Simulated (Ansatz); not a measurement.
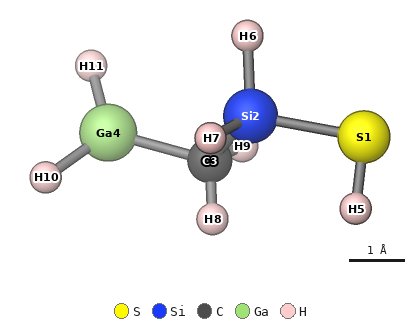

Fig. 1: The structure as given in the input (ball-and-stick view, seen at a tilt; atoms are numbered from 1 in the order of the input). Sticks mark near contacts. Bond lengths as drawn: C–Ga 1.97 Å, C–H 1.09 Å, C–Si 1.86 Å, Ga–H 1.57 Å, H–S 1.34 Å, H–Si 1.49 Å and S–Si 2.14 Å.

# CH7GaSSi: a changed input and its effect

System: CH7GaSSi, SMILES S[SiH2][CH2][GaH2].
Method of the first run: RKS SPW92 (LDA)/def2-TZVPP (Ansatz 0.2.0).

The geometry comes from this level: PBE0-D4/def2-TZVP. Text and figures count atoms from 1; the logs count them from 0 in places.

**Input file, the first run**
```yaml
crystal:
  periodic: [false, false, false]
  atoms:
    - {symbol: S, position_ang: [-1.339217, 2.640012, 0.423698]}
    - {symbol: Si, position_ang: [0.131722, 1.080626, 0.417552]}
    - {symbol: C, position_ang: [-0.478056, -0.538628, -0.257996]}
    - {symbol: Ga, position_ang: [0.828589, -2.005601, -0.085125]}
    - {symbol: H, position_ang: [-1.489079, 2.653469, -0.911802]}
    - {symbol: H, position_ang: [0.503580, 0.960365, 1.851861]}
    - {symbol: H, position_ang: [1.330371, 1.517198, -0.348909]}
    - {symbol: H, position_ang: [-0.714732, -0.399250, -1.317663]}
    - {symbol: H, position_ang: [-1.394129, -0.807058, 0.276379]}
    - {symbol: H, position_ang: [1.865987, -2.262427, -1.235197]}
    - {symbol: H, position_ang: [0.820366, -2.895706, 1.207704]}
basis:
  gaussian: {orbitals: def2-TZVPP}
hamiltonian: {xc: lda}
output: {orbitals: {seedname: orbitals}}
```

Launched with:
```bash
ansatz run in.yaml --threads 4 --pin off --events-out ev --progress --plain --max-ram 10444MiB
```

Hardware: 4 threads of AMD EPYC, 15 GiB of memory available, shared host.

**Output (the first run)**
```
Functional definition: SPW92
  exchange = slater_x
  correlation = pw_c
1533 factors; their error is unknown
mean field evaluation 1: about -72068.3654 eV, gradient 8.0e1 eV
mean field evaluation 2: about -72024.4676 eV, gradient 1.4e2 eV
mean field evaluation 4: about -72080.7376 eV, gradient 1.2e1 eV
mean field evaluation 8: about -72081.0926 eV, gradient 1.1e-1 eV
mean field evaluation 16: about -72081.0588 eV, gradient 5.1e-4 eV
mean field -72081.05877939 eV, -2648.9300518462 hartree, gradient 1.8e-5 eV, S^2 0.000000; 0 other end points of the search recorded, 0 dependent functions left out
reference -72081.05882551 eV, -2648.9300535411 hartree; 37, 37 occupied and 224, 224 virtual orbitals, 1533 factors
Total energy: -72081.05882551 eV, -2648.9300535411 hartree
```

The input of the second run differs as follows (lines with − go, lines with + come):
```diff
-hamiltonian: {xc: lda}
+hamiltonian: {xc: {name: BHLYP}, dispersion: d4}
```

Predict how the results change.

The total energies belong to different models, so their difference says nothing on which is more stable or more accurate. The HOMO goes from −6.22 to −8.33 eV. The LUMO goes from −2.85 to −1.01 eV.

**Output (the second run)**
```
Functional definition: BHLYP
  parameter a = 0.5
  exchange = (1 - a)*b88_x + a*exact_x
  correlation = lyp_c
1732 factors; their error is unknown
mean field evaluation 1: about -72237.1028 eV, gradient 4.7e1 eV
mean field evaluation 2: about -72236.8850 eV, gradient 4.6e1 eV
mean field evaluation 4: about -72241.8312 eV, gradient 1.8e0 eV
mean field evaluation 8: about -72241.8362 eV, gradient 1.4e-1 eV
mean field evaluation 16: about -72242.2924 eV, gradient 1.9e-4 eV
mean field -72242.29238953 eV, -2654.8552777305 hartree, gradient 4.1e-5 eV, S^2 0.000000; 0 other end points of the search recorded, 0 dependent functions left out
reference -72242.29260089 eV, -2654.8552854979 hartree; 37, 37 occupied and 224, 224 virtual orbitals, 1732 factors
Total energy: -72242.67183117 eV, -2654.8692219539 hartree
```

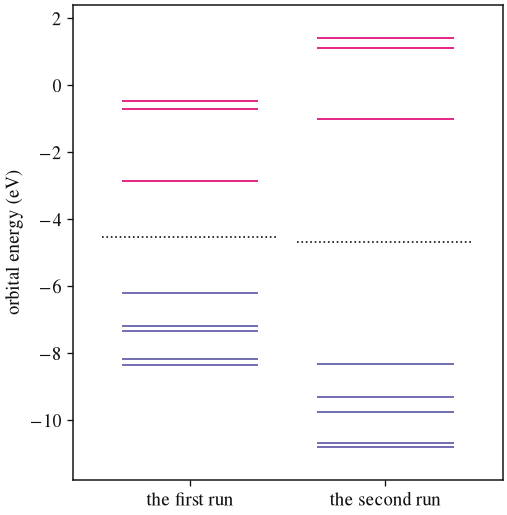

Fig. 2: The five highest filled and three lowest empty orbital energies of the two runs; the dotted lines part filled from empty levels. The HOMO–LUMO gap is 3.37 eV in the first run and 7.32 eV in the second run.

**The two runs side by side**

| quantity | the first run | the second run |
| --- | --- | --- |
| outcome | converged | converged |
| total energy (hartree) | −2648.930054 | −2654.869222 |
| HOMO (eV) | −6.22 | −8.33 |
| LUMO (eV) | −2.85 | −1.01 |
| basis functions | 261 | 261 |
| wall time (shared host) | 0.65 s | 1.6 s |
